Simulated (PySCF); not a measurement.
C3H8Si, SMILES [SiH3]CC=C at its GFN2-xTB optimised geometry (Å):

```
12

C      1.1968    -0.5753     0.0000
C     -0.1243    -0.5753     0.0000
C     -0.9720     0.6457     0.0000
Si    -1.7505     0.9404    -1.7198
H      1.7611     0.3431     0.0257
H      1.7702    -1.4863    -0.0208
H     -0.6641    -1.5136    -0.0286
H     -0.3753     1.5136     0.2840
H     -1.7702     0.5384     0.7367
H     -2.5935     2.1359    -1.6493
H     -2.5687    -0.2165    -2.0885
H     -0.6849     1.1288    -2.7041
```

Level of theory: PySCF with CAM-B3LYP/def2-TZVP.

Map of the Laplacian of the electron density (e/bohr⁵) on the plane z = 1.5 Å:

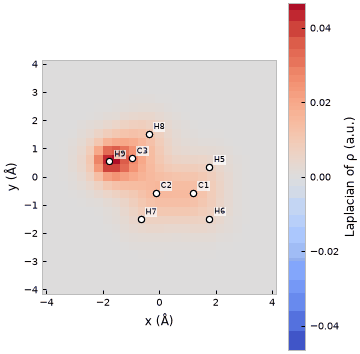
Figure: Laplacian of the electron density (e/bohr⁵) on the plane z = 1.5 Å.
